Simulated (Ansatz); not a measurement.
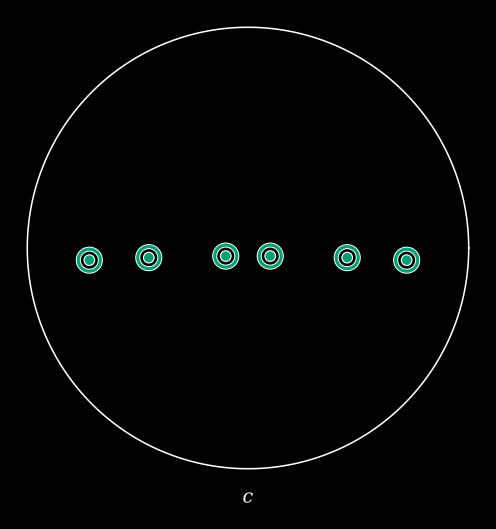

Stereographic projection: filled dots lie in the upper hemisphere, open rings in the lower. The b axis points at the viewer. The poles are all faces of one general form. Computed from the symmetry operations of a computed or model structure of composition SiC.

Q: Name the crystal class.

A: 6mm (C6v), order 12, hexagonal system: one sixfold axis, six mirror planes.

Q: Can such a crystal be piezoelectric, pyroelectric or chiral?

A: It is not centrosymmetric; polar, so pyroelectricity and piezoelectricity are allowed; it is not chiral.
